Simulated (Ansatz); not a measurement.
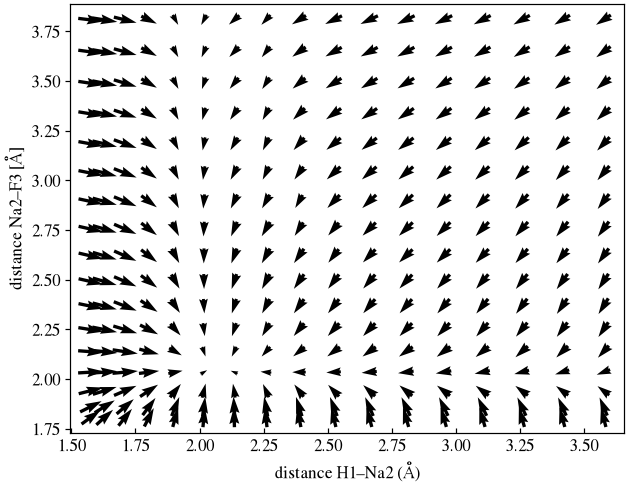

The system H⁻ + NaF. Coordinates scanned: (1) distance H1–Na2; (2) distance Na2–F3. Nothing is relaxed (the angle H1–Na2–F3 is fixed at 140 degrees). Grid: 17 × 17 points. Points are written as (first, second). The reference is spin-restricted, so regions where a bond is pulled apart into radicals lie too high. The calculation used Ansatz, RKS PBE0-D4/aug-cc-pVTZ.

The picture shows arrows along the force (downhill), their lengths compressed.

The arrows alone are given. Where is the energy lowest?

Answer. The arrows converge at about (2.066 Å, 2.050 Å) (read from the interpolated surface).

The energy map of the same scan:

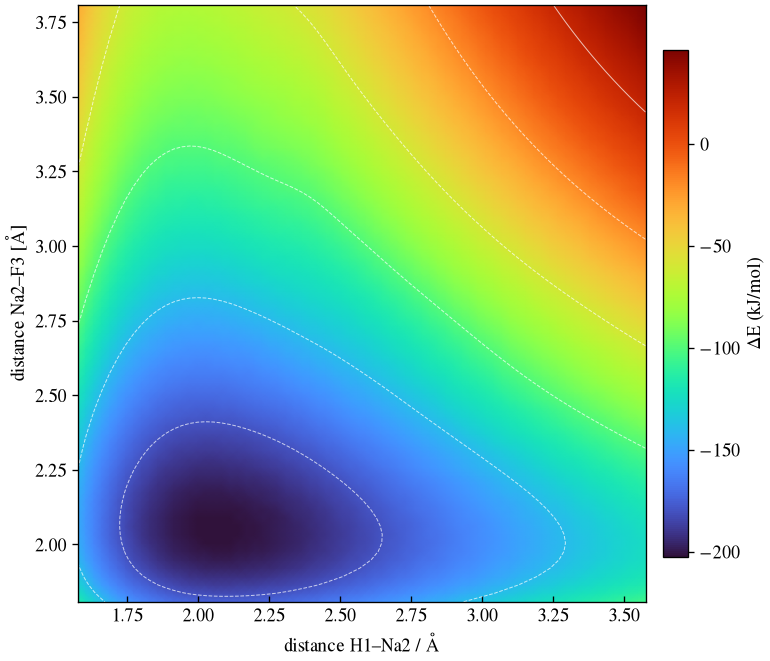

Energies are in kJ/mol, from H with charge -1 far from the relaxed NaF (each part in its own basis); between grid points the surface is interpolated.
